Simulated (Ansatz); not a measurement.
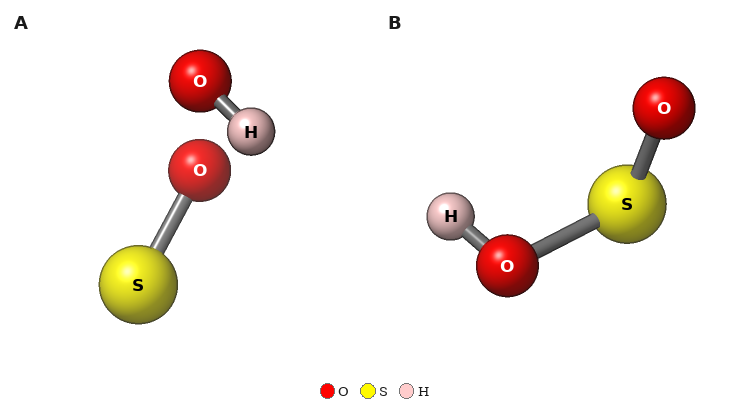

2 stationary structures of one formula. Charge −1, singlet. Geometries: PBE-D4/def2-SVPD. Electronic energies: PBE-D4/def2-SVPD (Ansatz 0.2.0), without zero-point energy. No frequency run is at hand to confirm each as a minimum.

Question: Rank them by energy, lowest first.

Answer: B is lowest (C1); A lies 1.757 eV above it (C1).
